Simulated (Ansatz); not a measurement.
Input file:

```
crystal:
  periodic: [false, false, false]
  atoms:
    - {symbol: N, position_ang: [0.558873, -2.709101, 0.479550]}
    - {symbol: N, position_ang: [-2.254956, 2.253704, -0.946643]}
    - {symbol: N, position_ang: [0.699603, -0.696688, -1.755551]}
    - {symbol: N, position_ang: [-1.610673, -0.539000, 0.312560]}
    - {symbol: N, position_ang: [0.486551, -0.488562, 2.578284]}
    - {symbol: N, position_ang: [0.536651, 1.610903, 0.315835]}
    - {symbol: N, position_ang: [2.708996, -0.556912, 0.481205]}
    - {symbol: Al, position_ang: [-2.747879, 0.347851, -1.046863]}
    - {symbol: Al, position_ang: [-0.646406, -1.750295, -0.808247]}
    - {symbol: Al, position_ang: [1.707979, -1.707854, 1.680197]}
    - {symbol: Al, position_ang: [-0.349615, 2.749040, -1.042942]}
    - {symbol: Al, position_ang: [1.750045, 0.649737, -0.805386]}
    - {symbol: Al, position_ang: [-0.670347, 0.667462, 1.445501]}
    - {symbol: H, position_ang: [1.121043, -3.392913, -0.057194]}
    - {symbol: H, position_ang: [-0.055195, -3.331937, 1.033411]}
    - {symbol: H, position_ang: [-2.714036, 2.710920, -0.139766]}
    - {symbol: H, position_ang: [-2.705858, 2.705426, -1.762549]}
    - {symbol: H, position_ang: [1.322859, -1.318016, -2.297750]}
    - {symbol: H, position_ang: [0.178873, -0.175461, -2.486837]}
    - {symbol: H, position_ang: [-2.287109, -1.061319, 0.896654]}
    - {symbol: H, position_ang: [-0.122022, -1.018935, 3.226163]}
    - {symbol: H, position_ang: [1.015977, 0.120781, 3.226214]}
    - {symbol: H, position_ang: [1.057496, 2.287057, 0.901578]}
    - {symbol: H, position_ang: [3.392706, -1.118302, -0.056478]}
    - {symbol: H, position_ang: [3.331922, 0.056524, 1.035637]}
    - {symbol: H, position_ang: [-2.010390, -0.220598, -2.379878]}
    - {symbol: H, position_ang: [-4.294409, 0.121256, -0.746480]}
    - {symbol: H, position_ang: [-1.400562, -2.891432, -1.609464]}
    - {symbol: H, position_ang: [2.592215, -2.591966, 2.657917]}
    - {symbol: H, position_ang: [0.221525, 2.013512, -2.375746]}
    - {symbol: H, position_ang: [-0.125626, 4.295489, -0.739634]}
    - {symbol: H, position_ang: [2.891280, 1.405716, -1.604482]}
    - {symbol: H, position_ang: [-1.579519, 1.573891, 2.391192]}
basis:
  gaussian: {orbitals: def2-TZVP, fitting: {mean_field: def2-universal-jkfit}, initial_orbitals: start.molden}
total_charge: 1
hamiltonian: {xc: pbe0, dispersion: d4}
scf: {omitted_lower_state_checks: [starts]}
output: {forces: true, orbitals: {seedname: orbitals}}
```

Launched as:

```sh
ansatz run in.yaml --threads 2 --pin off --events-out ev --progress --plain --max-ram 22528MiB --backend cuda --devices 0, --max-vram 18GiB
```

Geometry: PBE-D4/def2-SVP; not at a stationary point (largest force 0.6 eV/Å).

These are results of RKS PBE0-D4/def2-TZVP (Ansatz), not measurements.

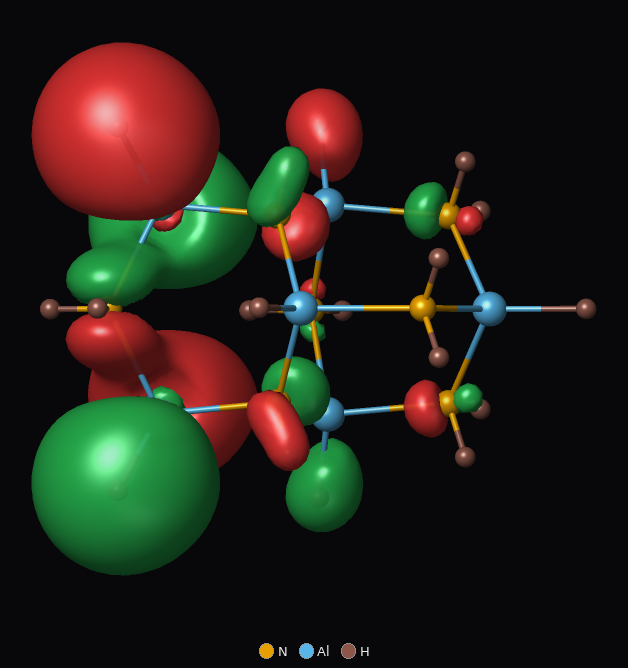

Al6H20N7 (Al6N7 zinc blende off sphere) (charge +1). One frontier orbital at ±0.05 Å⁻³ᐟ² (green and red are the two phases), seen across its widest extent.

Question: Which orbital is it: HOMO or LUMO?

Answer: The HOMO, at −10.79 eV. It lies mainly on H27 (about 20 %), H31 (about 20 %), Al8 (about 15 %), Al11 (about 15 %), H30 (about 10 %) and H26 (about 10 %).
